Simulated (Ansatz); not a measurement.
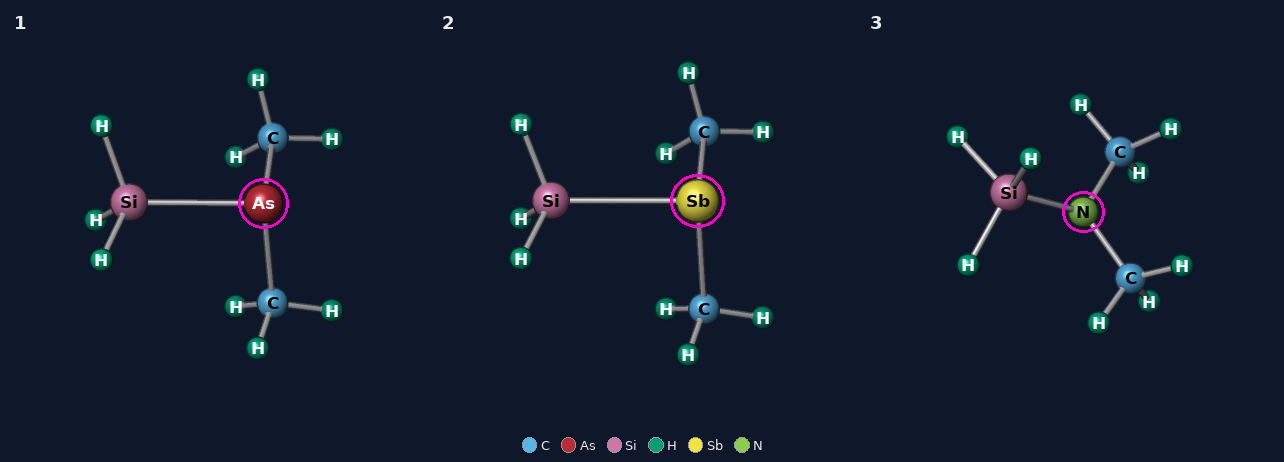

3 molecules with one skeleton, seen from the same side and at one scale; the atom that differs is circled. Charge 0, singlet. Computed geometries: PBE0-D4/def2-TZVP optimisations, one conformation each. Properties computed with Ansatz 0.2.0. Elements past Kr carry core potentials.

One atom differs, called X below: As in panel 1, Sb in panel 2, N in panel 3. Their formulas are C2H9AsSi (`C[As](C)[SiH3]`), C2H9SbSi (`[CH3][Sb]([CH3])[SiH3]`), C2H9NSi (`CN(C)[SiH3]`).

**Rank them by the HOMO energy (Kohn–Sham orbital), lowest first (PBE0-D4/def2-TZVPP).**

1 (As), 2 (Sb), 3 (N).

**Rank them by the dipole moment, lowest first (PBE0-D4/def2-TZVP).**

2 (Sb), 3 (N), 1 (As).

Give the values. With PBE0-D4/def2-TZVP: mean length of X–C (Å), length of X–Si (Å), mean angle C–X–Si (°), dipole moment (D), harmonic zero-point energy (kJ/mol). With PBE0-D4/def2-TZVPP: HOMO energy (Kohn–Sham orbital) (eV), HOMO–LUMO gap (eV).

```tsv
quantity	1 (As)	2 (Sb)	3 (N)
mean length of X–C (Å)	1.975	2.166	1.442
length of X–Si (Å)	2.359	2.570	1.717
mean angle C–X–Si (°)	95.8	93.2	120.9
dipole moment (D)	1.13	0.95	1.02
harmonic zero-point energy (kJ/mol)	259.9	254.9	281.3
HOMO energy (Kohn–Sham orbital) (eV)	−6.65	−6.56	−6.39
HOMO–LUMO gap (eV)	6.90	6.31	6.96
```
